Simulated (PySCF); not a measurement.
# CH3GaOS (SMILES C1[O][GaH][S]1): levels of theory compared

Wanted: a comparison of 5 runs (HF/def2-SVP, B3LYP/6-31G*, BLYP/aug-cc-pVDZ, PBE/def2-TZVP, CCSD(T)/aug-cc-pVDZ) of CH3GaOS. The job is set up through a Python script.

Program for the calculation: PySCF 2.14.0.

## Step 1: Starting point

CH3GaOS has 7 atoms, charge 0, and is taken as a singlet. As SMILES, `C1[O][GaH][S]1`. The shape comes from GFN2-xTB, which is rough for such elements, and wasn't checked as a minimum.

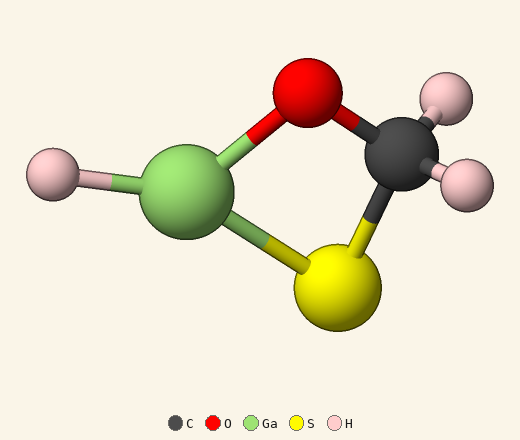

The structure, seen from a chosen angle (carbon dark grey, oxygen red, gallium green, sulfur yellow, hydrogen pink).

## Step 2: Energy and gradient at HF/def2-SVP (run 1)

The input, run.py:

```python
import pyscf.grad
from pyscf import gto

mol = gto.Mole()
mol.atom = [
    ('C', (-0.474710, 0.871300, -0.024820)),
    ('O', (0.359220, 0.273330, 0.917600)),
    ('Ga', (0.692760, -1.273530, 0.030880)),
    ('S', (-0.657440, -0.310010, -1.454600)),
    ('H', (-0.045860, 1.801290, -0.405900)),
    ('H', (-1.467990, 1.063240, 0.387140)),
    ('H', (1.594020, -2.425610, 0.549700)),
]
mol.basis = 'def2-svp'
mol.max_memory = 1860
mol.spin = 0
mol.verbose = 3
mol.build()

calc0 = mol.RHF()
calc0.conv_tol = 1e-10
calc0.kernel()
if not calc0.converged:
    calc0 = calc0.newton().run(calc0.mo_coeff, calc0.mo_occ)

e_tot = calc0.e_tot
print('Final energy', e_tot)
grad = calc0.Gradients().kernel()
dip = calc0.dip_moment()
pop, q = calc0.mulliken_pop()
```

Run with:

```sh
$ OMP_NUM_THREADS=1 python run.py
```

The log of the run:

```text
converged SCF energy = -2434.81304489116
Final energy -2434.8130448911575
[... 10 lines left out ...]
Dipole moment(X, Y, Z, Debye):  0.85255, -1.55867, -0.03362
[... 101 lines left out ...]
charge of    6H =     -0.12592
```

Run time: 22 s. Hardware: 1 thread of Intel Xeon at 2.50GHz (Skylake/Cascade Lake), shared host; peak memory 0.19 GiB.

## Step 3: Energy and gradient at B3LYP/6-31G(d) (Cartesian functions) (run 2)

The input, input.py:

```python
# C1[O][GaH][S]1
from pyscf import gto, dft

mol = gto.M(
    atom=[
    ('C', (-0.474710, 0.871300, -0.024820)),
    ('O', (0.359220, 0.273330, 0.917600)),
    ('Ga', (0.692760, -1.273530, 0.030880)),
    ('S', (-0.657440, -0.310010, -1.454600)),
    ('H', (-0.045860, 1.801290, -0.405900)),
    ('H', (-1.467990, 1.063240, 0.387140)),
    ('H', (1.594020, -2.425610, 0.549700)),
],
    verbose=4,
    max_memory=1860,
    cart=True,
    spin=0,
    basis='6-31g*',
    charge=0,
)

myscf = dft.RKS(mol, xc='b3lyp')
myscf.conv_tol = 1e-10
myscf.grids.level = 5
myscf.kernel()
if not myscf.converged:
    myscf = myscf.newton().run(myscf.mo_coeff, myscf.mo_occ)

e_final = myscf.e_tot
print('E(%s) = %.9f' % ('B3LYP', e_final))
grad = myscf.nuc_grad_method().kernel()
dip = myscf.dip_moment()
pop, q = myscf.mulliken_pop()
```

Run with:

```sh
$ OMP_NUM_THREADS=1 python input.py
```

The log of the run:

```text
PySCF version 2.14.0

[... 80 lines left out ...]
converged SCF energy = -2437.97453878867
[... 15 lines left out ...]
Dipole moment(X, Y, Z, Debye):  0.58618, -0.95618,  0.08123
[... 98 lines left out ...]
charge of    6H =      0.07597
```

Run time: 71 s. Hardware: 1 thread of Intel Xeon at 2.50GHz (Skylake/Cascade Lake), shared host; peak memory 0.88 GiB.

Runs 3 to 4 aren't shown in full; the table further down has their settings and results.

## Step 4: The energy at CCSD(T)/aug-cc-pVDZ (run 5)

The input, job.py:

```python
# C1[O][GaH][S]1
from pyscf import gto, scf, cc

mol = gto.Mole()
mol.atom = '''
C   -0.474710   0.871300  -0.024820
O    0.359220   0.273330   0.917600
Ga   0.692760  -1.273530   0.030880
S   -0.657440  -0.310010  -1.454600
H   -0.045860   1.801290  -0.405900
H   -1.467990   1.063240   0.387140
H    1.594020  -2.425610   0.549700
'''
mol.spin = 0
mol.verbose = 4
mol.max_memory = 1860
mol.basis = 'aug-cc-pvdz'
mol.build()

mf = scf.RHF(mol)
mf.conv_tol = 1e-10
mf.kernel()
if not mf.converged:
    mf = mf.newton().run(mf.mo_coeff, mf.mo_occ)

mycc = cc.CCSD(mf, frozen=16)
mycc.kernel()
e_t = mycc.ccsd_t()
etot = mycc.e_tot + e_t
print(f'total energy: {etot:.8f} hartree')
dip = mf.dip_moment()
pop, q = mf.mulliken_pop()
```

Run with:

```sh
$ OMP_NUM_THREADS=1 python job.py
```

The log of the run:

```text
PySCF version 2.14.0

[... 65 lines left out ...]
converged SCF energy = -2435.26811866358
[... 12 lines left out ...]
Init t2, MP2 energy = -2435.84002307867  E_corr(MP2) -0.571904415095511
[... 14 lines left out ...]
CCSD converged
[... 2 lines left out ...]
total energy: -2435.89514913 hartree
Dipole moment(X, Y, Z, Debye):  0.95183, -1.53458,  0.17389
[... 144 lines left out ...]
charge of    6H =      0.08007
```

Wall time 5.8 min (1 thread of Intel Xeon at 2.50GHz (Skylake/Cascade Lake), shared host); peak memory 2.2 GiB.

## Step 5: Overview of the runs

```csv
run,level,Cartesian functions,integration grid,energy (Eh),dipole moment (D) of the reference,HOMO energy (eV),LUMO energy (eV),wall time
1,HF/def2-SVP,no,–,-2434.813045,1.78,-9.81,1.68,22 s
2,B3LYP/6-31G* (Cartesian functions),yes,5,-2437.974539,1.12,-6.86,-1.30,71 s
3,BLYP/aug-cc-pVDZ,no,5,-2438.224894,1.09,-5.92,-1.88,2.4 min
4,PBE/def2-TZVP,no,5,-2437.677602,1.06,-6.01,-1.86,3.6 min
5,CCSD(T)/aug-cc-pVDZ,no,–,-2435.895149,1.81,-9.81,0.66,5.8 min
```

## Step 6: Summary of results

| quantity | value |
| --- | --- |
| run 5: total energy | -2435.89515 Eh |
| run 5: dipole moment (Hartree–Fock density) | 1.81 D |
| run 5: HOMO energy (Hartree–Fock orbitals) | -9.81 eV |
| run 5: LUMO energy (Hartree–Fock orbitals) | 0.66 eV |
| run 5: HOMO–LUMO gap (Hartree–Fock orbitals) | 10.46 eV |
| run 5: correlation energy (16 core orbitals frozen) | -627.0 mEh |
| run 5: (T) correction | -24.32 mEh |
| run 5: T1 diagnostic | 0.015 |

**Reading.** Over runs 1, 2, 3, 4 the dipole moment (its size) runs from 1.06 D (PBE/def2-TZVP) to 1.78 D (HF/def2-SVP). The two ends differ in method and basis. Over runs 1, 2, 3, 4 the HOMO–LUMO gap runs from 4.03 eV (BLYP/aug-cc-pVDZ) to 11.49 eV (HF/def2-SVP). Totals of different functionals can't be ranked against each other. All runs together took 13 min, the longest 5.8 min.
